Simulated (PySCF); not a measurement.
```xyz
10

F    -2.5423    0.5790    0.9133
Si   -1.4160    0.1941   -0.1752
P     0.2020    1.8170   -0.2647
Si    1.5187   -0.0585   -0.0266
P    -0.1300   -1.4733    0.6101
H    -2.1802   -0.0508   -1.3876
H     0.1016    1.5804    1.1052
H     2.1352   -0.4468   -1.2967
H     2.5183    0.0941    1.0295
H    -0.1599   -2.2290   -0.5481
```

Geometry: GFN2-xTB, coordinate held.

Computed with PBE0/pcSseg-1, SCF density, gas phase, non-relativistic in PySCF.

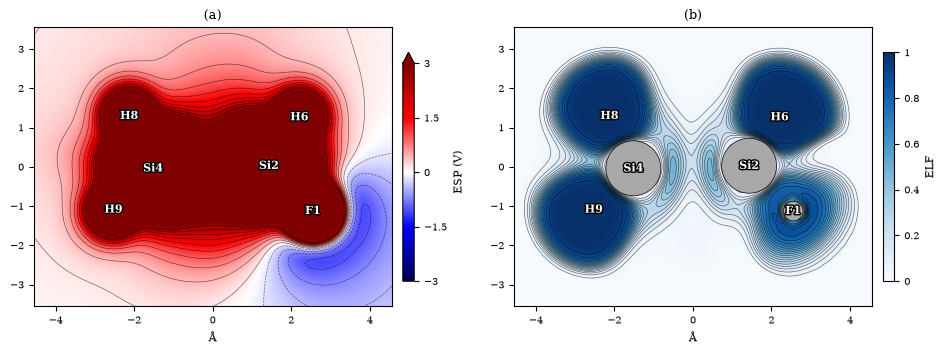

FH5P2Si2. (a) electrostatic potential; (b) electron localisation function on the plane of atoms F1, Si2 and H6. Grey discs cover the atomic cores in the ELF map.

Q: Read the bonding off the picture.

A:
- The section cuts through F, Si and H sites.
- Si–F (1.61 Å): the ELF peaks at about 0.85 in the valence shell of F, 0.5 Å from its nucleus, and is about 0.50 at the midpoint.
- Si–H (1.45 Å): the ELF climbs to about 1 towards the hydrogen, as it does in any bond to H.
- The ELF also peaks beside F1, away from the bonds: lone-pair regions.
- Outside the dense part of the molecule the potential is most negative (−1.1 V) near F1.
